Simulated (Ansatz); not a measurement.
## Electronic structure of BH₈NSi₂ in real space

Input

```
crystal:
  periodic: [false, false, false]
  atoms:
    - symbol: B
      position_ang: [-1.503674, -0.280765, 0.147421]
    - symbol: "N"
      position_ang: [-0.856462, 0.837200, -0.423133]
    - symbol: Si
      position_ang: [-1.614051, 1.828609, -1.677935]
    - symbol: Si
      position_ang: [0.770987, 1.214411, 0.175106]
    - symbol: H
      position_ang: [-2.615564, -0.601691, -0.208891]
    - symbol: H
      position_ang: [-0.927724, -0.919810, 1.005393]
    - symbol: H
      position_ang: [-0.769670, 1.817978, -2.910380]
    - symbol: H
      position_ang: [-1.725908, 3.242268, -1.207800]
    - symbol: H
      position_ang: [-2.963461, 1.275469, -1.973345]
    - symbol: H
      position_ang: [1.248609, 2.423636, -0.561816]
    - symbol: H
      position_ang: [1.700548, 0.078767, -0.085640]
    - symbol: H
      position_ang: [0.736159, 1.508406, 1.635926]
basis:
  gaussian:
    orbitals: def2-TZVPD
hamiltonian:
  xc: pbe0
output: {forces: true, orbitals: {seedname: orbitals}}
```

Run with:

```sh
ansatz run input.yaml --threads 2 --pin off --max-ram 4350MiB --events-out events.jsonl --progress --plain --runs-dir runs
```

Geometry: PBE0-D3(BJ)/def2-SVP.

These are results of Ansatz 0.2.0, isolated molecule in a Gaussian basis; Kohn-Sham density functional theory, functional PBE0, not measurements.

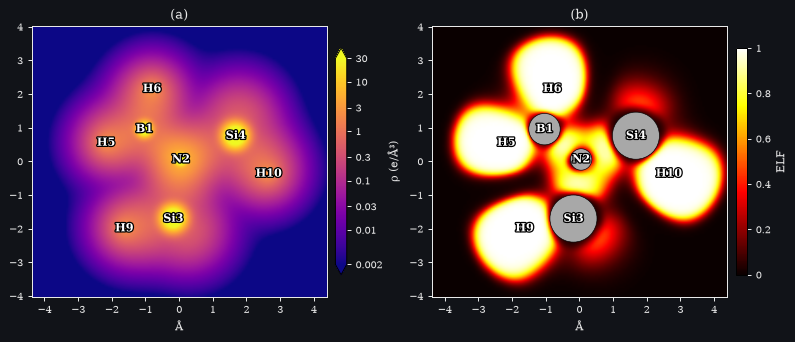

Figure 1. (a) total electron density; (b) ELF on the plane of atoms N2, B1 and H6. Grey discs cover the atomic cores in the ELF map.

> What do the fields say about this system?

The section cuts through B, N, Si and H sites. B–N (1.41 Å): ρ at the midpoint is about 1.9 e/Å³; the ELF peaks at about 0.90 between the atoms: a polar covalent bond. Si–N (1.77 Å): ρ at the midpoint is about 1 e/Å³; the ELF peaks at about 0.90 between the atoms (a shared but strongly polarised pair). B–H (1.21 Å): the density is about 1.2 e/Å³ at the midpoint; the ELF climbs to about 1 towards the hydrogen, as it does in any bond to H (a covalent bond by its length). Si–H (1.49 Å): the density is about 0.83 e/Å³ at the midpoint; the ELF climbs to about 1 towards the hydrogen.

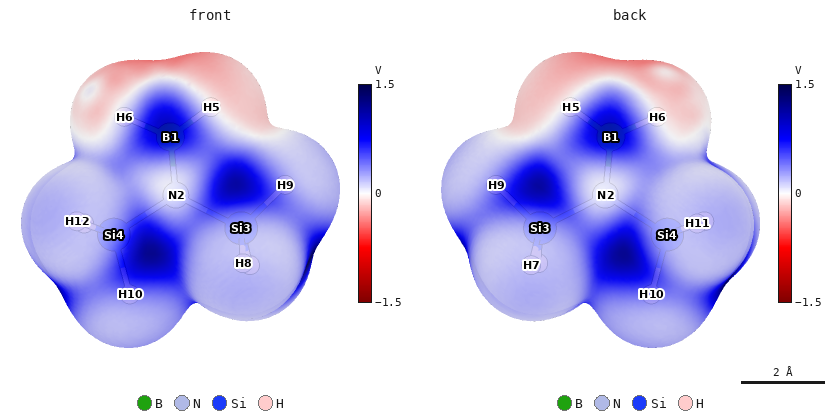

Figure 2. The molecular electrostatic potential painted on the density surface at 0.002 e/bohr³, seen from the front and from behind; the colour scale runs from red (negative) to blue (positive).

> Where is the surface potential most negative and most positive?

The most negative region (about −0.4 V) lies over H5 and H6, the most positive (about +1.4 V) over Si3 and Si4.

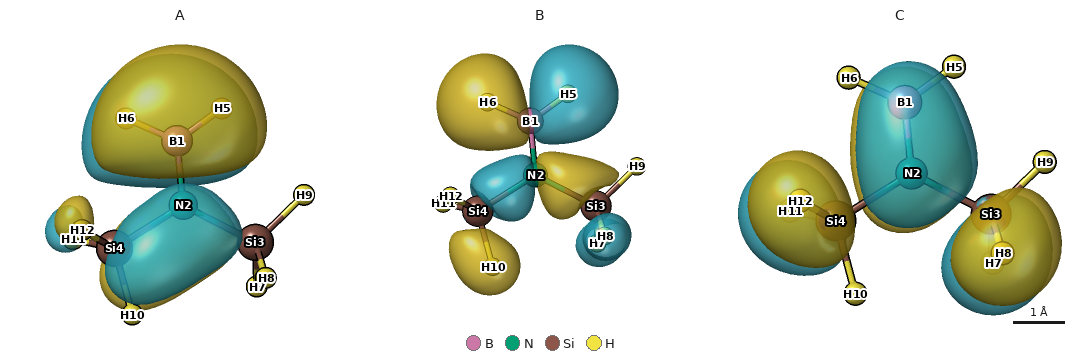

Figure 3. Three frontier orbitals at ±0.06 Å⁻³ᐟ² (yellow and cyan are the two phases), in no order.

> Which picture is the HOMO−1, the HOMO and the LUMO?

B is the HOMO−1 (−8.76 eV). It lies mainly on B1 (about 30 %), H5 (about 20 %), H6 (about 20 %) and N2 (about 10 %). C is the HOMO (−8.42 eV). By Hirshfeld shares it lies mainly on N2 (about 35 %), Si3 (about 10 %), B1 (about 10 %), Si4 (about 10 %), H8 (about 5 %) and H7 (about 5 %). A is the LUMO (−0.71 eV). Its weight (Hirshfeld) is mainly on B1 (about 55 %), N2 (about 10 %), Si4 (about 10 %), H5 (about 5 %) and H6 (about 5 %).

> What is the HOMO–LUMO gap?

7.71 eV between the orbital energies.

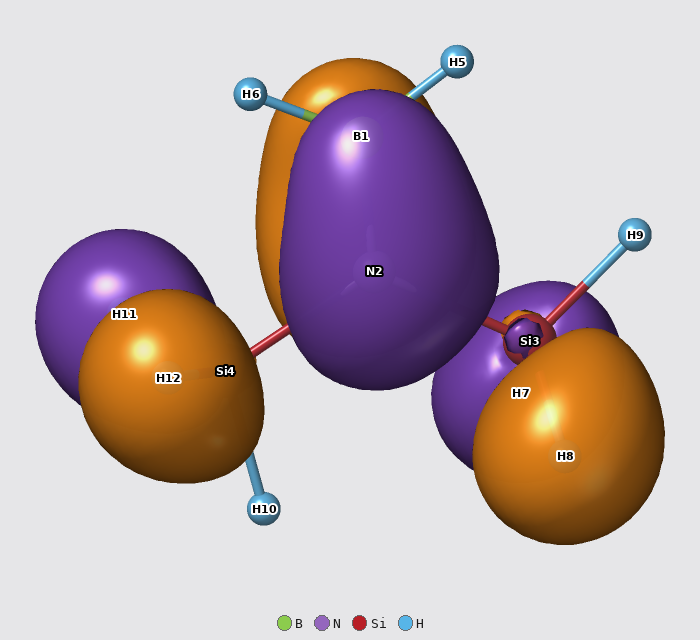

Figure 4. One frontier orbital at ±0.08 Å⁻³ᐟ² (orange and purple are the two phases), seen at a tilt.

> Which orbital is it: HOMO or LUMO?

The HOMO, at −8.42 eV. It lies mainly on N2 (about 35 %), Si3 (about 10 %), B1 (about 10 %), Si4 (about 10 %), H8 (about 5 %) and H7 (about 5 %).
